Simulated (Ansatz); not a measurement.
H4OSi···CH4

The calculation's input:

```
crystal:
  periodic: [false, false, false]
  atoms:
    - { symbol: Si, position_ang: [-0.732049, 1.237884, -0.500347] }
    - { symbol: C, position_ang: [0.604557, -1.266768, 0.942798] }
    - { symbol: H, position_ang: [-1.77446, 0.162314, -0.636255] }
    - { symbol: H, position_ang: [-0.363503, 1.430837, 0.9409] }
    - { symbol: H, position_ang: [-1.328795, 2.526229, -0.999856] }
    - { symbol: H, position_ang: [1.040991, -0.616033, 0.188732] }
    - { symbol: O, position_ang: [0.659367, 0.880576, -1.478591] }
    - { symbol: H, position_ang: [-0.48069, -1.386105, 0.780217] }
    - { symbol: H, position_ang: [1.086995, -2.262004, 0.894425] }
    - { symbol: H, position_ang: [0.773626, -0.827806, 1.940819] }
    - { symbol: H, position_ang: [0.513763, 0.120775, -2.073041] }
basis:
  gaussian: { orbitals: def2-SVP }
hamiltonian:
  xc: revpbe
  dispersion: d4
relax:
  f_tol: 0.03
  max_steps: 50
output:
  orbitals: {}
```

Command:

```sh
ansatz run input.yaml --threads 2 --pin off --max-ram 3072MiB --backend cpu --events-out ev --progress --plain --runs-dir out
```

The fields are those of the relaxed geometry.

These are results of RKS revPBE-D4/def2-SVP in Ansatz 0.2.0, not measurements.

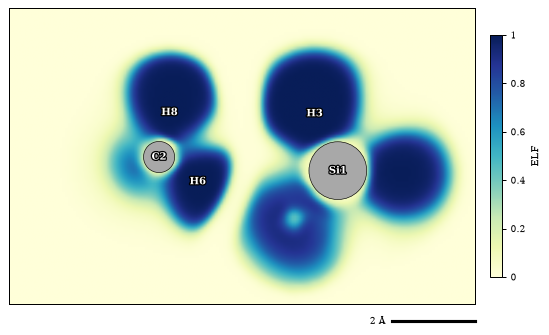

Figure 1. Electron localisation function on the plane of atoms H6, C2 and H8. Grey discs cover the atomic cores.

**Read the bonding off the picture.**

The section cuts through Si, C and H sites.
C–H (1.11 Å): the ELF climbs to about 1 towards the hydrogen, as it does in any bond to H; a covalent bond by its length.
Si–H (1.51 Å): the ELF climbs to about 1 towards the hydrogen.
The ELF also peaks beside O7, away from the bonds: lone-pair regions.

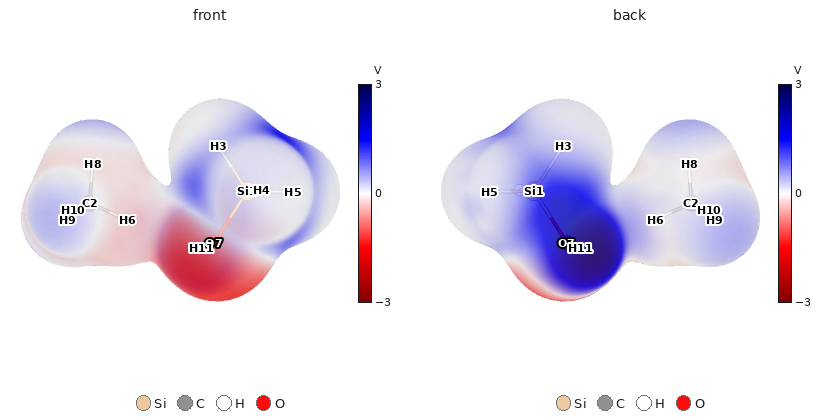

Figure 2. The molecular electrostatic potential painted on the density surface at 0.002 e/bohr³, seen from the front and from behind; red is negative and blue positive.

**Describe the electrostatic potential map.**

The most negative region (about −1.3 V, or −30 kcal/mol for a unit charge) lies over O7, the most positive (about +2.5 V, or +58 kcal/mol for a unit charge) over H11. O7 is the likeliest acceptor of a hydrogen bond.

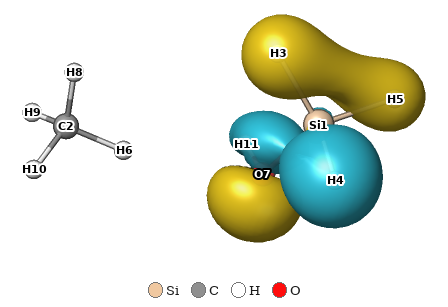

Figure 3. The HOMO−1 at ±0.15 Å⁻³ᐟ² (yellow and cyan are the two phases), seen from one side.

**Where does this orbital lie, and at what energy?**

By Hirshfeld shares it lies mainly on O7 (about 35 %), Si1 (about 25 %), H4 (about 20 %), H3 (about 10 %) and H5 (about 5 %). Its energy is −7.80 eV.
